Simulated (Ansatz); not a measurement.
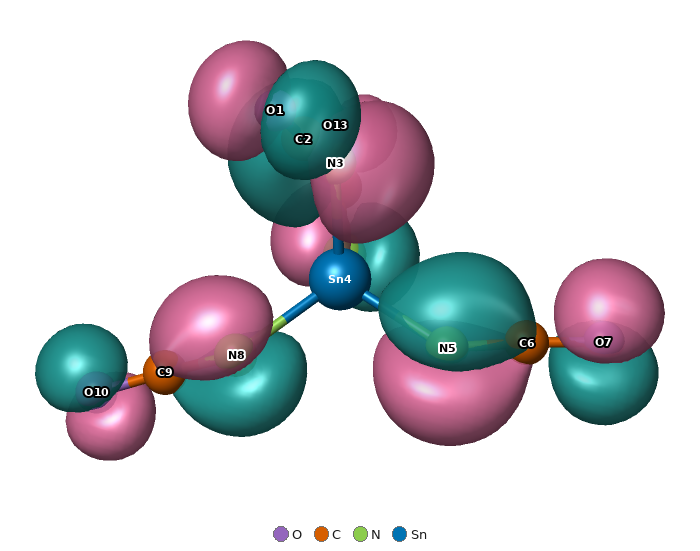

Figure. C4N4O4Sn (SMILES O=C=[N][Sn]([N]=C=O)([N]=C=O)[N]=C=O). One frontier orbital at ±0.06 Å⁻³ᐟ² (teal and pink are the two phases), seen from one side.

Geometry: PBE0-D4/def2-TZVP; core potentials replace the inner electrons of Sn.

Computed with Ansatz, RKS PBE0-D4/def2-TZVPP.

Input file:

```
crystal:
  periodic: [false, false, false]
  atoms:
    - {symbol: O, position_ang: [-1.841352, -0.876553, 3.361765]}
    - {symbol: C, position_ang: [-1.580301, -0.543661, 2.281751]}
    - {symbol: N, position_ang: [-1.392667, -0.193855, 1.140186]}
    - {symbol: Sn, position_ang: [0.222458, 0.152539, 0.041473]}
    - {symbol: N, position_ang: [0.814087, 2.023167, 0.255832]}
    - {symbol: C, position_ang: [0.418606, 3.095045, -0.135642]}
    - {symbol: O, position_ang: [0.103261, 4.160063, -0.470329]}
    - {symbol: N, position_ang: [1.737487, -0.964094, 0.644280]}
    - {symbol: C, position_ang: [2.242922, -1.990643, 0.256945]}
    - {symbol: O, position_ang: [2.781848, -2.970270, -0.051916]}
    - {symbol: N, position_ang: [-0.213719, -0.210594, -1.857496]}
    - {symbol: C, position_ang: [-1.189124, -0.651042, -2.419944]}
    - {symbol: O, position_ang: [-2.083006, -1.064803, -3.032008]}
basis:
  gaussian: {orbitals: def2-TZVPP}
hamiltonian: {xc: pbe0, dispersion: d4}
output: {orbitals: {seedname: orbitals}}
```

Command:

```sh
ansatz run in.yaml --threads 4 --pin off --events-out ev --progress --plain --max-ram 46080MiB --backend cuda --devices 0, --max-vram 37GiB
```

**Which orbital is it: HOMO or LUMO?**

The HOMO, at −9.33 eV. Its weight (Hirshfeld) is mainly on N3 (about 20 %), N5 (about 20 %), O1 (about 15 %), O7 (about 10 %) and N8 (about 5 %); largely a combination of lone pairs on N3, N5, O1, O7 and N8.
